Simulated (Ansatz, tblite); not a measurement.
**The cluster B3H3−: which spin state is lowest, part 1 of 2**

Is the doublet the ground state of the cluster B3H3−? Other spin states are computed and compared level by level.

The runs use Ansatz 0.2.0, Gaussian basis; as each input shows.

Plan: quartet, relaxed (GFN1-xTB, GFN2-xTB, PBE0-D4/def2-TZVPD, PBE-D4/def2-TZVPD, r2SCAN-D4/def2-TZVPD, revPBE-D4/def2-TZVPD, LDA/def2-TZVPD, r2SCANh-D4/def2-TZVPD, CAM-B3LYP-D4/def2-TZVPD, B3LYP-D4/def2-TZVPD, PBE+5HF/def2-TZVPD, PBE+10HF/def2-TZVPD, PBE+15HF/def2-TZVPD, PBE+35HF/def2-TZVPD, PBE+50HF/def2-TZVPD, CCSD(T)/def2-TZVPPD, MP2/def2-TZVPD, RPA/def2-TZVPD); the doublet's energies come from earlier runs.

## 1. The relaxed structure

The doublet was relaxed beforehand with r2SCAN-D4/def2-TZVPD. At that level it is the lowest of the isomers that a small search found.

6 atoms, charge -1, spin multiplicity 2.

Atoms are counted from 1 here; the program's logs count them from 0.

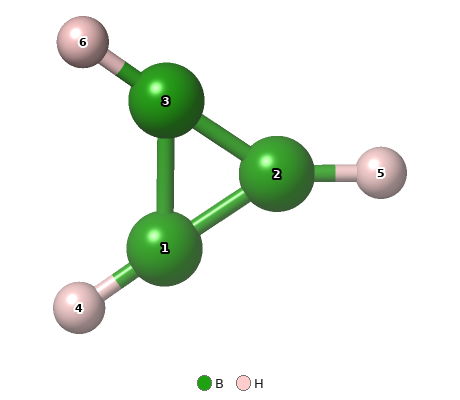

The geometry (boron green, hydrogen pink); atoms are numbered from 1 in the order of the file.

The ion is computed in the gas phase, without counter-ions or solvent.

## 2. Relaxing the quartet

Contents of in.yaml:

```yaml
crystal:
  periodic: [false, false, false]
  atoms:
    - {symbol: B, position_ang: [-0.431346, -0.691183, 0.427126]}
    - {symbol: B, position_ang: [0.213485, -0.271704, -0.921060]}
    - {symbol: B, position_ang: [0.301053, 0.856061, 0.143243]}
    - {symbol: H, position_ang: [-0.935781, -1.038556, 1.456057]}
    - {symbol: H, position_ang: [0.470049, -0.597185, -2.049473]}
    - {symbol: H, position_ang: [0.382541, 1.742567, 0.944097]}
basis:
  gaussian: {orbitals: def2-TZVPD}
total_charge: -1
magnetization: {spin_polarized: true, initial_magnetization: 3}
hamiltonian: {xc: r2scan, dispersion: d4}
scf: {lower_state_search: "off"}
output: {orbitals: {seedname: orbitals}}
relax: {f_tol: 0.02, max_steps: 100}
```

Started as:

```bash
$ ansatz run in.yaml --threads 4 --pin off --events-out ev --progress --plain --max-ram 3916MiB
```

Standard output, cut to the lines that bear on the results:

```text
Functional definition: r2SCAN
  name "r2SCAN"
  cite "Furness, Kaplan, Ning, Perdew & Sun, J. Phys. Chem. Lett. 11, 8208 (2020) doi:10.1021/acs.jpclett.0c02405"
  cite "Furness, Kaplan, Ning, Perdew & Sun, J. Phys. Chem. Lett. 11, 9248 (2020) doi:10.1021/acs.jpclett.0c03077"
  parent r2scan
[...]
648 factors; their error is unknown
[...]
a density is far from that of the atoms, so the factors are made again for it
1069 factors; integrals over basis functions are off by at most 2.1e-4 eV
[...]
mean field -2071.49277467 eV, -76.1259553608 hartree, gradient 4.9e-6 eV, S^2 3.772286; 0 other end points of the search recorded, 0 dependent functions left out
[...]
reference -2071.49280138 eV, -76.1259563426 hartree; 11, 8 occupied and 127, 130 virtual orbitals, 1069 factors
relax step   1: F+E_penalty+E_count = -2071.51406502 eV  Δ(F+E_penalty+E_count) = +0.000e0 eV  max|allowed force component| = 3.371e0 eV/Å  Δτ_max = 0.0000 Å  (77 SCF iters, accepted)
[...]
relax step   3: F+E_penalty+E_count = -2072.31157927 eV  Δ(F+E_penalty+E_count) = -4.712e-1 eV  max|allowed force component| = 8.477e-1 eV/Å  Δτ_max = 0.1975 Å  (30 SCF iters, accepted)
[...]
relax step   5: F+E_penalty+E_count = -2072.47547090 eV  Δ(F+E_penalty+E_count) = -1.219e-1 eV  max|allowed force component| = 8.292e-1 eV/Å  Δτ_max = 0.1238 Å  (27 SCF iters, accepted)
[...]
relax step   7: F+E_penalty+E_count = -2072.49048848 eV  Δ(F+E_penalty+E_count) = +3.544e-2 eV  max|allowed force component| = 9.822e-1 eV/Å  Δτ_max = 0.1361 Å  (26 SCF iters, rejected (line search))
[...]
relax step   9: F+E_penalty+E_count = -2072.57112282 eV  Δ(F+E_penalty+E_count) = -1.923e-2 eV  max|allowed force component| = 1.370e-1 eV/Å  Δτ_max = 0.1000 Å  (25 SCF iters, accepted)
[...]
relax step  10: F+E_penalty+E_count = -2072.57372180 eV  Δ(F+E_penalty+E_count) = -2.599e-3 eV  max|allowed force component| = 2.737e-2 eV/Å  Δτ_max = 0.0234 Å  (24 SCF iters, accepted)
[...]
relax step  11: F+E_penalty+E_count = -2072.57375123 eV  Δ(F+E_penalty+E_count) = -2.943e-5 eV  max|allowed force component| = 1.968e-2 eV/Å  Δτ_max = 0.0037 Å  (25 SCF iters, accepted)
Total energy: -2072.57378614 eV, -76.1656817996 hartree
Atom 0 at    -0.149410    -0.848714     0.658247 Å, force     0.004747     0.007678    -0.019683 eV/Å
Atom 1 at     0.185268    -0.236706    -0.805711 Å, force    -0.005827     0.002388     0.015894 eV/Å
Atom 2 at    -0.034895     1.079149     0.119013 Å, force     0.004465    -0.008640     0.004674 eV/Å
Atom 3 at    -1.175794    -1.189296     1.195899 Å, force    -0.000154    -0.000159    -0.003256 eV/Å
Atom 4 at     0.446959    -0.562554    -1.932316 Å, force    -0.001404    -0.003809     0.006381 eV/Å
Atom 5 at     0.727873     1.758121     0.764857 Å, force    -0.001827     0.002542    -0.004011 eV/Å
Dipole moment:     0.038182    -0.051558    -0.162985 e Å
Checks for a lower state left out: stability, starts, cluster_reference, orbital_swaps, neighbouring_geometries, increment
```

Wall time 28 s (4 threads of Arm Neoverse V1, shared host).

Relaxation path: (the energy doesn't fall at every step)

| step | energy from step 1 (eV) | largest force component (eV/Å) |
| --- | --- | --- |
| 1 | 0.0000 | 3.3707 |
| 2 | -0.3264 | 2.1174 |
| 3 | -0.7975 | 0.8477 |
| 4 | -0.8395 | 1.4347 |
| 5 | -0.9614 | 0.8292 |
| 6 | -1.0119 | 0.4649 |
| 7 | -0.9764 | 0.9822 |
| 8 | -1.0378 | 0.6372 |
| 9 | -1.0571 | 0.1370 |
| 10 | -1.0597 | 0.0274 |
| 11 | -1.0597 | 0.0197 |

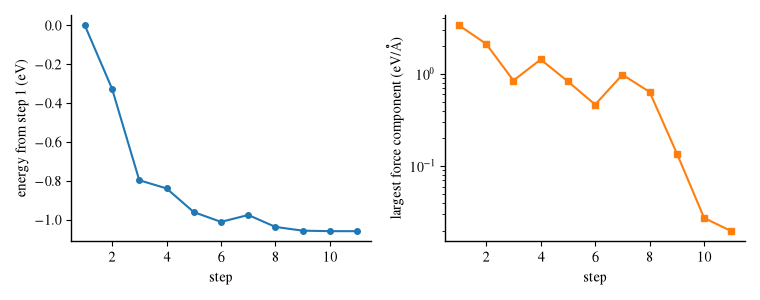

Energy and force, step by step.

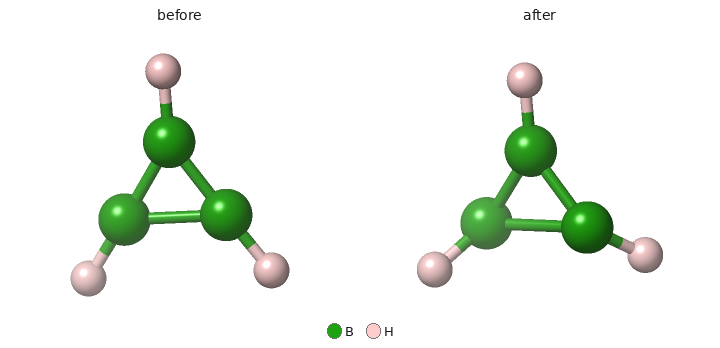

Before and after, at one scale.

Distances of close pairs at the start and the end, largest changes first:

| bond | before (Å) | after (Å) | change (Å) |
| --- | --- | --- | --- |
| B1–B3 | 1.735 | 2.005 | +0.270 |
| B2–B3 | 1.553 | 1.623 | +0.070 |
| B1–B2 | 1.552 | 1.622 | +0.069 |
| B3–H6 | 1.197 | 1.208 | +0.011 |
| B1–H4 | 1.197 | 1.208 | +0.010 |
| B2–H5 | 1.202 | 1.202 | -0.000 |

## 3. Quartet, first pass, PBE0-D4/def2-SVP

start.molden holds the orbitals of an earlier run on this state, given as this run's starting guess.

Contents of in.yaml:

```yaml
crystal:
  periodic: [false, false, false]
  atoms:
    - {symbol: B, position_ang: [-0.149410, -0.848714, 0.658247]}
    - {symbol: B, position_ang: [0.185268, -0.236706, -0.805711]}
    - {symbol: B, position_ang: [-0.034895, 1.079149, 0.119013]}
    - {symbol: H, position_ang: [-1.175794, -1.189296, 1.195899]}
    - {symbol: H, position_ang: [0.446959, -0.562554, -1.932316]}
    - {symbol: H, position_ang: [0.727873, 1.758121, 0.764857]}
basis:
  gaussian: {orbitals: def2-SVP, initial_orbitals: start.molden}
total_charge: -1
magnetization: {spin_polarized: true, initial_magnetization: 3}
hamiltonian: {xc: pbe0, dispersion: d4}
output: {orbitals: {seedname: orbitals}}
```

Launched as before.

Standard output:

```text
Functional definition: PBE0
  name "PBE0"
  cite "Adamo & Barone, J. Chem. Phys. 110, 6158 (1999) doi:10.1063/1.478522"
  cite "Perdew, Burke & Ernzerhof, Phys. Rev. Lett. 77, 3865 (1996) doi:10.1103/PhysRevLett.77.3865"
  parent pbe
  parameter a = 0.25
  parameter kappa = 0.804
  parameter beta = 0.06672455060314922
  exchange = (1 - a)*pbe_x(kappa = kappa, mu = beta*pi^2/3) + a*exact_x
  correlation = pbe_c(beta = beta)
636 factors; their error is unknown
mean field evaluation 1: about -2068.3212 eV, gradient 3.1e0 eV
mean field evaluation 2: about -2068.4170 eV, gradient 1.1e-1 eV
mean field evaluation 4: about -2068.4131 eV, gradient 1.4e-3 eV
mean field evaluation 8: about -2067.7085 eV, gradient 8.2e0 eV
mean field evaluation 16: about -2068.4131 eV, gradient 2.6e-2 eV
mean field -2068.41312593 eV, -76.0127803570 hartree, gradient 2.7e-5 eV, S^2 3.786222; 1 other end points of the search recorded, 0 dependent functions left out
reference -2068.41315266 eV, -76.0127813396 hartree; 11, 8 occupied and 46, 49 virtual orbitals, 636 factors
Total energy: -2068.49413559 eV, -76.0157574074 hartree
```

Run time: 0.75 s. Hardware: 4 threads of Arm Neoverse V1, shared host.

From the report: HOMO 1.32 eV, LUMO 2.83 eV (over both spins); ⟨S²⟩ 3.786 (pure: 3.75). Doubts: highest occupied level lies above zero.

## 4. Quartet, GFN1-xTB

Tight binding, by tblite at 300 K electronic temperature and without a spin-polarisation term:

```python
tblite.interface.Calculator('GFN1-xTB', numbers, positions, charge=-1, uhf=3).singlepoint()
```

Energy -157.5349 eV; 0.002 s.

## 5. Quartet, GFN2-xTB

Tight binding, by tblite at 300 K electronic temperature and without a spin-polarisation term:

```python
tblite.interface.Calculator('GFN2-xTB', numbers, positions, charge=-1, uhf=3).singlepoint()
```

Energy -139.1356 eV; 0.002 s.

## 6. Quartet, PBE0-D4/def2-TZVPD

in.yaml, as its differences from that of step 3:

```diff
@@ -10,3 +10,3 @@
 basis:
-  gaussian: {orbitals: def2-SVP, initial_orbitals: start.molden}
+  gaussian: {orbitals: def2-TZVPD, initial_orbitals: start.molden}
 total_charge: -1
@@ -14,2 +14,3 @@
 hamiltonian: {xc: pbe0, dispersion: d4}
+scf: {omitted_lower_state_checks: [starts]}
 output: {orbitals: {seedname: orbitals}}
```

Same command.

Standard output:

```text
Functional definition: PBE0
  name "PBE0"
  cite "Adamo & Barone, J. Chem. Phys. 110, 6158 (1999) doi:10.1063/1.478522"
  cite "Perdew, Burke & Ernzerhof, Phys. Rev. Lett. 77, 3865 (1996) doi:10.1103/PhysRevLett.77.3865"
  parent pbe
  parameter a = 0.25
  parameter kappa = 0.804
  parameter beta = 0.06672455060314922
  exchange = (1 - a)*pbe_x(kappa = kappa, mu = beta*pi^2/3) + a*exact_x
  correlation = pbe_c(beta = beta)
these checks for a lower state are left out or cut short: starts
648 factors; their error is unknown
mean field evaluation 1: about -2069.5009 eV, gradient 3.8e1 eV
mean field evaluation 2: about -2070.7194 eV, gradient 1.3e0 eV
mean field evaluation 4: about -2070.7626 eV, gradient 2.0e-1 eV
mean field evaluation 8: about -2070.7629 eV, gradient 6.8e-5 eV
mean field -2070.76290152 eV, -76.0991330173 hartree, gradient 6.8e-5 eV, S^2 3.784400; 0 other end points of the search recorded, 0 dependent functions left out
reference -2070.76295381 eV, -76.0991349391 hartree; 11, 8 occupied and 127, 130 virtual orbitals, 648 factors
Total energy: -2070.84393674 eV, -76.1021110069 hartree
Checks for a lower state left out: starts
```

Run time: 1.4 s. Hardware: 4 threads of Arm Neoverse V1, shared host.

HOMO 0.95 eV, LUMO 2.35 eV (over both spins); ⟨S²⟩ 3.784 (pure: 3.75). Doubts: highest occupied level lies above zero.

## 7. Quartet, PBE-D4/def2-TZVPD

in.yaml, as its differences from that of step 6:

```diff
@@ -13,3 +13,3 @@
 magnetization: {spin_polarized: true, initial_magnetization: 3}
-hamiltonian: {xc: pbe0, dispersion: d4}
+hamiltonian: {xc: pbe, dispersion: d4}
 scf: {omitted_lower_state_checks: [starts]}
```

Same command.

Standard output:

```text
Functional definition: PBE
  name "PBE"
  cite "Perdew, Burke & Ernzerhof, Phys. Rev. Lett. 77, 3865 (1996) doi:10.1103/PhysRevLett.77.3865"
  parent pbe
  parameter kappa = 0.804
  parameter beta = 0.06672455060314922
  exchange = pbe_x(kappa = kappa, mu = beta*pi^2/3)
  correlation = pbe_c(beta = beta)
these checks for a lower state are left out or cut short: starts
648 factors; their error is unknown
mean field evaluation 1: about -2070.2140 eV, gradient 3.6e0 eV
mean field evaluation 2: about -2070.2695 eV, gradient 9.6e-2 eV
mean field evaluation 4: about -2070.2566 eV, gradient 2.0e-3 eV
mean field -2070.25663425 eV, -76.0805280385 hartree, gradient 7.9e-5 eV, S^2 3.770423; 0 other end points of the search recorded, 0 dependent functions left out
reference -2070.25670088 eV, -76.0805304869 hartree; 11, 8 occupied and 127, 130 virtual orbitals, 648 factors
Total energy: -2070.35456667 eV, -76.0841269883 hartree
Checks for a lower state left out: starts
```

Run time: 1.4 s. Hardware: 4 threads of Arm Neoverse V1, shared host.

Report: HOMO 1.78 eV, LUMO 1.29 eV (over both spins; with the spin held, an empty level of the minority spin lies below the top filled one); ⟨S²⟩ 3.770 (pure: 3.75). Doubts: highest occupied level lies above zero.

## 8. Quartet, r2SCAN-D4/def2-TZVPD

in.yaml, as its differences from that of step 7:

```diff
@@ -13,3 +13,3 @@
 magnetization: {spin_polarized: true, initial_magnetization: 3}
-hamiltonian: {xc: pbe, dispersion: d4}
+hamiltonian: {xc: r2scan, dispersion: d4}
 scf: {omitted_lower_state_checks: [starts]}
```

Same command.

Standard output:

```text
Functional definition: r2SCAN
  name "r2SCAN"
  cite "Furness, Kaplan, Ning, Perdew & Sun, J. Phys. Chem. Lett. 11, 8208 (2020) doi:10.1021/acs.jpclett.0c02405"
  cite "Furness, Kaplan, Ning, Perdew & Sun, J. Phys. Chem. Lett. 11, 9248 (2020) doi:10.1021/acs.jpclett.0c03077"
  parent r2scan
  parameter k0 = 0.174
  parameter k1 = 0.065
  parameter a1 = 4.9479
  exchange = r2scan_x(k0 = k0, k1 = k1, a1 = a1)
  correlation = r2scan_c
these checks for a lower state are left out or cut short: starts
648 factors; their error is unknown
mean field evaluation 1: about -2072.5356 eV, gradient 2.5e0 eV
mean field evaluation 2: about -2072.5658 eV, gradient 3.9e-2 eV
mean field evaluation 4: about -2072.5518 eV, gradient 7.9e-4 eV
mean field -2072.55178752 eV, -76.1648733652 hartree, gradient 2.0e-5 eV, S^2 3.801321; 0 other end points of the search recorded, 0 dependent functions left out
reference -2072.55182243 eV, -76.1648746484 hartree; 11, 8 occupied and 127, 130 virtual orbitals, 648 factors
Total energy: -2072.57378966 eV, -76.1656819289 hartree
Checks for a lower state left out: starts
```

Run time: 2.5 s. Hardware: 4 threads of Arm Neoverse V1, shared host.

Report: HOMO 1.60 eV, LUMO 1.81 eV (over both spins); ⟨S²⟩ 3.801 (pure: 3.75). Doubts: highest occupied level lies above zero.

## 9. Quartet, revPBE-D4/def2-TZVPD

in.yaml, as its differences from that of step 8:

```diff
@@ -13,3 +13,3 @@
 magnetization: {spin_polarized: true, initial_magnetization: 3}
-hamiltonian: {xc: r2scan, dispersion: d4}
+hamiltonian: {xc: {name: revPBE}, dispersion: d4}
 scf: {omitted_lower_state_checks: [starts]}
```

Launched as before.

Standard output:

```text
Functional definition: revPBE
  name "revPBE"
  cite "Zhang & Yang, Phys. Rev. Lett. 80, 890 (1998) doi:10.1103/PhysRevLett.80.890"
  cite "Perdew, Burke & Ernzerhof, Phys. Rev. Lett. 77, 3865 (1996) doi:10.1103/PhysRevLett.77.3865"
  parameter kappa = 1.245
  parameter beta = 0.06672455060314922
  exchange = pbe_x(kappa = kappa, mu = beta*pi^2/3)
  correlation = pbe_c(beta = beta)
these checks for a lower state are left out or cut short: starts
648 factors; their error is unknown
mean field evaluation 1: about -2073.4077 eV, gradient 3.8e0 eV
mean field evaluation 2: about -2073.4493 eV, gradient 8.4e-2 eV
mean field evaluation 4: about -2073.4363 eV, gradient 1.3e-3 eV
mean field -2073.43632272 eV, -76.1973794344 hartree, gradient 8.4e-5 eV, S^2 3.773190; 0 other end points of the search recorded, 0 dependent functions left out
reference -2073.43640440 eV, -76.1973824362 hartree; 11, 8 occupied and 127, 130 virtual orbitals, 648 factors
Total energy: -2073.75662283 eV, -76.2091502463 hartree
Checks for a lower state left out: starts
```

Run time: 1.3 s. Hardware: 4 threads of Arm Neoverse V1, shared host.

From the report: HOMO 1.81 eV, LUMO 1.43 eV (over both spins; with the spin held, an empty level of the minority spin lies below the top filled one); ⟨S²⟩ 3.773 (pure: 3.75). Doubts: highest occupied level lies above zero.

## 10. Quartet, LDA/def2-TZVPD

in.yaml, as its differences from that of step 9:

```diff
@@ -13,3 +13,3 @@
 magnetization: {spin_polarized: true, initial_magnetization: 3}
-hamiltonian: {xc: {name: revPBE}, dispersion: d4}
+hamiltonian: {xc: lda}
 scf: {omitted_lower_state_checks: [starts]}
```

Launched as before.

Standard output:

```text
Functional definition: SPW92
  name "SPW92"
  cite "Dirac, Proc. Camb. Phil. Soc. 26, 376 (1930) doi:10.1017/S0305004100016108"
  cite "Slater, Phys. Rev. 81, 385 (1951) doi:10.1103/PhysRev.81.385"
  cite "Perdew & Wang, Phys. Rev. B 45, 13244 (1992) doi:10.1103/PhysRevB.45.13244"
  exchange = slater_x
  correlation = pw_c
these checks for a lower state are left out or cut short: starts
648 factors; their error is unknown
mean field evaluation 1: about -2049.4495 eV, gradient 1.6e1 eV
mean field evaluation 2: about -2049.7290 eV, gradient 4.5e-1 eV
mean field evaluation 4: about -2049.7239 eV, gradient 1.7e-1 eV
mean field evaluation 8: about -2049.7241 eV, gradient 2.5e-5 eV
mean field -2049.72408010 eV, -75.3259705908 hartree, gradient 2.5e-5 eV, S^2 3.759295; 0 other end points of the search recorded, 0 dependent functions left out
reference -2049.72413506 eV, -75.3259726104 hartree; 11, 8 occupied and 127, 130 virtual orbitals, 648 factors
Total energy: -2049.72413506 eV, -75.3259726104 hartree
Checks for a lower state left out: starts
```

Run time: 0.65 s. Hardware: 4 threads of Arm Neoverse V1, shared host.

Report: HOMO 1.76 eV, LUMO 0.81 eV (over both spins; with the spin held, an empty level of the minority spin lies below the top filled one); ⟨S²⟩ 3.759 (pure: 3.75). Doubts: highest occupied level lies above zero.

## 11. Quartet, r2SCANh-D4/def2-TZVPD

in.yaml, as its differences from that of step 10:

```diff
@@ -13,3 +13,3 @@
 magnetization: {spin_polarized: true, initial_magnetization: 3}
-hamiltonian: {xc: lda}
+hamiltonian: {xc: {name: r2SCANh}, dispersion: d4}
 scf: {omitted_lower_state_checks: [starts]}
```

The command is unchanged.

Standard output, cut to the lines that bear on the results:

```text
Functional definition: r2SCANh
  name "r2SCANh"
  cite "Bursch, Neugebauer, Ehlert & Grimme, J. Chem. Phys. 156, 134105 (2022) doi:10.1063/5.0086040"
  cite "Furness, Kaplan, Ning, Perdew & Sun, J. Phys. Chem. Lett. 11, 8208 (2020) doi:10.1021/acs.jpclett.0c02405"
  cite "Furness, Kaplan, Ning, Perdew & Sun, J. Phys. Chem. Lett. 11, 9248 (2020) doi:10.1021/acs.jpclett.0c03077"
  parent r2scan
[...]
648 factors; their error is unknown
[...]
mean field -2072.49657649 eV, -76.1628443975 hartree, gradient 2.7e-5 eV, S^2 3.805372; 0 other end points of the search recorded, 0 dependent functions left out
reference -2072.49660748 eV, -76.1628455362 hartree; 11, 8 occupied and 127, 130 virtual orbitals, 648 factors
Total energy: -2072.51995796 eV, -76.1637036506 hartree
Checks for a lower state left out: starts
```

Wall time 2.6 s (4 threads of Arm Neoverse V1, shared host).

From the report: HOMO 1.27 eV, LUMO 2.16 eV (over both spins); ⟨S²⟩ 3.805 (pure: 3.75). Doubts: highest occupied level lies above zero.

## 12. Quartet, CAM-B3LYP-D4/def2-TZVPD

in.yaml, as its differences from that of step 11:

```diff
@@ -13,3 +13,3 @@
 magnetization: {spin_polarized: true, initial_magnetization: 3}
-hamiltonian: {xc: {name: r2SCANh}, dispersion: d4}
+hamiltonian: {xc: {name: CAM-B3LYP}, dispersion: d4}
 scf: {omitted_lower_state_checks: [starts]}
```

The command is unchanged.

Standard output, cut to the lines that bear on the results:

```text
Functional definition: CAM-B3LYP
  name "CAM-B3LYP"
  cite "Yanai, Tew & Handy, Chem. Phys. Lett. 393, 51 (2004) doi:10.1016/j.cplett.2004.06.011"
  cite "Iikura, Tsuneda, Yanai & Hirao, J. Chem. Phys. 115, 3540 (2001) doi:10.1063/1.1383587"
  cite "Becke, Phys. Rev. A 38, 3098 (1988) doi:10.1103/PhysRevA.38.3098"
  cite "Lee, Yang & Parr, Phys. Rev. B 37, 785 (1988) doi:10.1103/PhysRevB.37.785"
  cite "Vosko, Wilk & Nusair, Can. J. Phys. 58, 1200 (1980) doi:10.1139/p80-159"
[...]
  # Exact exchange under (alpha + beta erf(omega r))/r, Becke's under what is left of 1/r.
[...]
648 factors; their error is unknown
309 factors; integrals over basis functions are off by at most 1.6e-5 eV
[...]
mean field -2071.98238184 eV, -76.1439480925 hartree, gradient 2.3e-5 eV, S^2 3.782970; 0 other end points of the search recorded, 0 dependent functions left out
reference -2071.98251006 eV, -76.1439528046 hartree; 11, 8 occupied and 127, 130 virtual orbitals, 648 factors
Total energy: -2072.06385193 eV, -76.1469420631 hartree
Checks for a lower state left out: starts
```

Wall time 1.8 s (4 threads of Arm Neoverse V1, shared host).

HOMO -0.08 eV, LUMO 3.30 eV (over both spins); ⟨S²⟩ 3.783 (pure: 3.75).

## 13. Quartet, B3LYP-D4/def2-TZVPD

in.yaml, as its differences from that of step 12:

```diff
@@ -13,3 +13,3 @@
 magnetization: {spin_polarized: true, initial_magnetization: 3}
-hamiltonian: {xc: {name: CAM-B3LYP}, dispersion: d4}
+hamiltonian: {xc: {name: B3LYP}, dispersion: d4}
 scf: {omitted_lower_state_checks: [starts]}
```

Same command.

Standard output, cut to the lines that bear on the results:

```text
Functional definition: B3LYP
  name "B3LYP"
  cite "Stephens, Devlin, Chabalowski & Frisch, J. Phys. Chem. 98, 11623 (1994) doi:10.1021/j100096a001"
  cite "Becke, Phys. Rev. A 38, 3098 (1988) doi:10.1103/PhysRevA.38.3098"
  cite "Lee, Yang & Parr, Phys. Rev. B 37, 785 (1988) doi:10.1103/PhysRevB.37.785"
  cite "Vosko, Wilk & Nusair, Can. J. Phys. 58, 1200 (1980) doi:10.1139/p80-159"
[...]
648 factors; their error is unknown
[...]
mean field -2074.13627348 eV, -76.2231021503 hartree, gradient 2.0e-5 eV, S^2 3.773282; 0 other end points of the search recorded, 0 dependent functions left out
reference -2074.13653803 eV, -76.2231118723 hartree; 11, 8 occupied and 127, 130 virtual orbitals, 648 factors
Total energy: -2074.29642047 eV, -76.2289874436 hartree
Checks for a lower state left out: starts
```

Wall time 1.5 s (4 threads of Arm Neoverse V1, shared host).

From the report: HOMO 1.20 eV, LUMO 1.95 eV (over both spins); ⟨S²⟩ 3.773 (pure: 3.75). Doubts: highest occupied level lies above zero.

## 14. Quartet, PBE+5HF/def2-TZVPD

in.yaml, as its differences from that of step 13:

```diff
@@ -13,3 +13,3 @@
 magnetization: {spin_polarized: true, initial_magnetization: 3}
-hamiltonian: {xc: {name: B3LYP}, dispersion: d4}
+hamiltonian: {xc: {text: "exchange = 0.95*pbe_x + 0.05*exact_x\ncorrelation = pbe_c"}}
 scf: {omitted_lower_state_checks: [starts]}
```

Launched as before.

Standard output:

```text
Functional definition: unnamed
  exchange = 0.95*pbe_x + 0.05*exact_x
  correlation = pbe_c
these checks for a lower state are left out or cut short: starts
648 factors; their error is unknown
mean field evaluation 1: about -2070.3247 eV, gradient 2.9e0 eV
mean field evaluation 2: about -2070.3599 eV, gradient 5.1e-2 eV
mean field evaluation 4: about -2070.3485 eV, gradient 7.4e-4 eV
mean field -2070.34853023 eV, -76.0839051533 hartree, gradient 7.5e-5 eV, S^2 3.772966; 0 other end points of the search recorded, 0 dependent functions left out
reference -2070.34859461 eV, -76.0839075193 hartree; 11, 8 occupied and 127, 130 virtual orbitals, 648 factors
Total energy: -2070.34859461 eV, -76.0839075193 hartree
Checks for a lower state left out: starts
```

It took 1.4 s on 4 threads of Arm Neoverse V1, shared host.

HOMO 1.62 eV, LUMO 1.50 eV (over both spins; with the spin held, an empty level of the minority spin lies below the top filled one); ⟨S²⟩ 3.773 (pure: 3.75). Doubts: highest occupied level lies above zero.

(Continued in part 2 of 2.)
